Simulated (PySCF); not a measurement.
Vertical excitations of a molecule C4H7NO from PySCF with TDA-PBE/def2-SVPD, as energy in eV (oscillator strength): 4.05 (0.002), 4.70 (0.055), 5.56 (0.432), 6.07 (0.012), 6.15 (0.004), 6.36 (0.011), 6.43 (0.006), 6.72 (0.047), 6.81 (0.030), 6.90 (0.039). Lowest triplet (TDA): 3.30 eV. Coordinates come from a ωB97X-D3(BJ)/def2-SVP optimisation. The values are those of a single conformer.

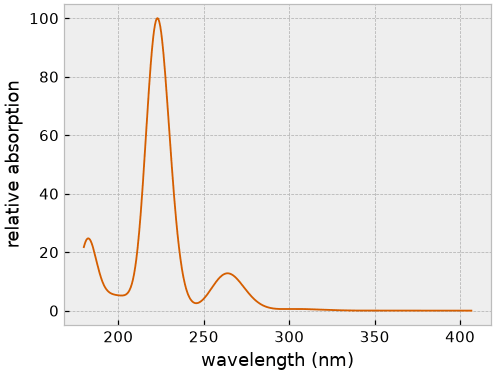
Figure. The lines broadened by 0.4 eV.

Pick the molecule that these values belong to.
(A) C[C@@H](C#N)CO
(B) C=C/N=C/CO
(C) CCC1=NCO1
(D) CC1(C)N=CO1

B, C=C/N=C/CO
